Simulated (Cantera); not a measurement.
Feed: 1 mol SiCl4, 3.7 mol HCl, 2.2 mol H2, equilibrated at 8.90 bar.

Equilibrium computed with Cantera from the NASA thermochemical tables; the gas is ideal and each condensed phase is pure. Candidate condensed phases: Si; 19 gas species. The tables' values for SiCl3 are old estimates; treat these amounts as uncertain. The numbers say what is thermodynamically allowed, not how fast it happens.

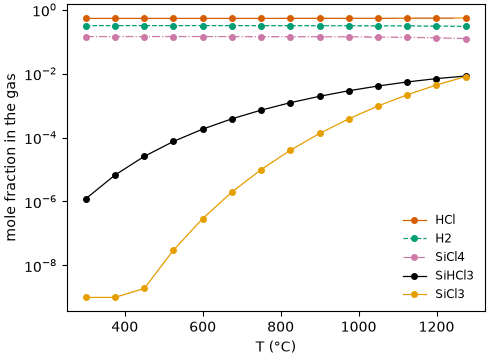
Figure. Equilibrium gas composition (values under 1e-9 drawn at 1e-9)

From 300 °C to 1275 °C nothing is condensed. The main Si-bearing gas is SiCl4 throughout.
